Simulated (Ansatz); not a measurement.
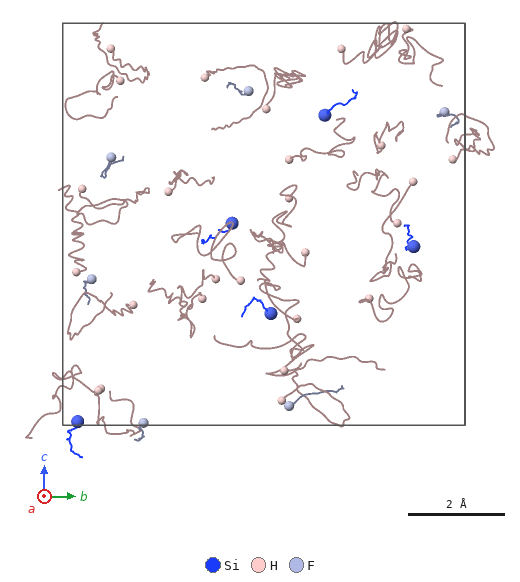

Molecular dynamics of a periodic cell with 5 SiH4 + 6 HF at 0.78 g/cm³, 140 fs long. It starts from the last geometry of an earlier run, with fresh velocities. Lines trace each atom's path, in the colour of its element; spheres stand at the starting positions. Seen along the a axis in the simulation cell.

All numbers below come from DFT PBE-D3(BJ), scalar-relativistic, plane waves, PAW (Ansatz 0.2.0). Set-up: plane-wave cutoff 420 eV; k-point mesh 1 × 1 × 1; Fermi-Dirac smearing 0.05 eV; Langevin thermostat (NVT); set temperature 1000 K; time step 0.5 fs; friction 0.005 per fs.

Input
```yaml
crystal:
  lattice:
    - [8.423066, 0.0, 0.0]
    - [0.0, 8.423066, 0.0]
    - [0.0, 0.0, 8.423066]
  atoms:
    - { symbol: Si, position: [0.86946606, 0.51740572, 0.27770727] }
    - { symbol: H, position: [0.91694268, 0.60307547, 0.42958318] }
    - { symbol: H, position: [0.68638818, 0.58244693, 0.26437913] }
    - { symbol: H, position: [0.97409984, 0.55072758, 0.13553746] }
    - { symbol: H, position: [0.87264232, 0.34693267, 0.31444499] }
    - { symbol: Si, position: [0.12400848, 1.03682415, 1.00905013] }
    - { symbol: H, position: [-0.02081225, 1.08868705, 1.08622861] }
    - { symbol: H, position: [0.09448717, 1.14291273, 0.85642039] }
    - { symbol: H, position: [0.26319364, 1.09467613, 1.09063522] }
    - { symbol: H, position: [0.16102596, 0.85436352, 0.9855223] }
    - { symbol: Si, position: [0.3001101, 0.42100257, 0.50226942] }
    - { symbol: H, position: [0.31797386, 0.26269977, 0.58065585] }
    - { symbol: H, position: [0.17766257, 0.38047542, 0.36340919] }
    - { symbol: H, position: [0.25465892, 0.56241252, 0.56479187] }
    - { symbol: H, position: [0.43483368, 0.44242319, 0.35942201] }
    - { symbol: Si, position: [0.63870966, 0.65144724, 0.77082741] }
    - { symbol: H, position: [0.71733322, 0.79204893, 0.69552697] }
    - { symbol: H, position: [0.54836981, 0.69282726, 0.93570866] }
    - { symbol: H, position: [0.52423064, 0.56270322, 0.66041757] }
    - { symbol: H, position: [0.76464049, 0.50600878, 0.786157] }
    - { symbol: Si, position: [0.18039072, 0.87263553, 0.44422923] }
    - { symbol: H, position: [0.16123361, 0.76183304, 0.31490162] }
    - { symbol: H, position: [0.35206074, 0.83176921, 0.5024266] }
    - { symbol: H, position: [0.18465618, 1.03359021, 0.380714] }
    - { symbol: H, position: [0.08320517, 0.8711537, 0.6053959] }
    - { symbol: F, position: [0.4236938, 0.94920237, 0.77877695] }
    - { symbol: H, position: [0.43597764, 0.969884, 0.66087146] }
    - { symbol: F, position: [0.05461998, 0.46204371, 0.83096933] }
    - { symbol: H, position: [0.05209044, 0.35314628, 0.86447897] }
    - { symbol: F, position: [0.69338825, 0.20076001, 0.00578923] }
    - { symbol: H, position: [0.66373994, 0.11941888, -0.06358791] }
    - { symbol: F, position: [0.86971201, 0.07174344, 0.36305973] }
    - { symbol: H, position: [0.8724311, 0.17504266, 0.2992082] }
    - { symbol: F, position: [0.72233266, 0.12038822, 0.66615497] }
    - { symbol: H, position: [0.72214354, 0.04807493, 0.58763399] }
    - { symbol: F, position: [0.30061937, 0.56263135, 1.0476628] }
    - { symbol: H, position: [0.41029913, 0.54447583, 1.06124744] }
basis:
  ecutwfc: 420.0
kpoints:
  mp_grid: { grid: [1, 1, 1] }
hamiltonian:
  xc: pbe
  dispersion: d3bj
scf:
  occupations: { method: fermi_dirac, width: 0.05 }
  lower_state_search: "off"
md:
  timestep: 0.5
  n_steps: 280
  ensemble: nvt_langevin
  temperature: 1000.0
  initial_velocities: maxwell_boltzmann
  seed: 308816
  friction: 0.005
```

Launched with:
```bash
ansatz run input.yaml --threads 1 --pin off --max-ram 3072MiB --backend cpu --events-out ev --progress --plain --runs-dir out
```

### What do the traces tell about the motion?

In the second half of the run the atoms are, in the root-mean-square, this far from where they began (common drift taken out): H 1.45 Å, Si 0.95 Å, F 0.83 Å. The molecules turn and drift from their places. The mean temperature in the second half is 843 K (standard deviation 92 K). The potential energy in the second half lies on average 4.8 meV per atom above the first frame.

Limits of the set-up: the periodic images lie only 8.4 Å apart, so the values are limited by the cell's size.

The run took 14 min on 1 thread of Arm Neoverse V1, with other jobs on the host, peak memory 0.53 GiB.
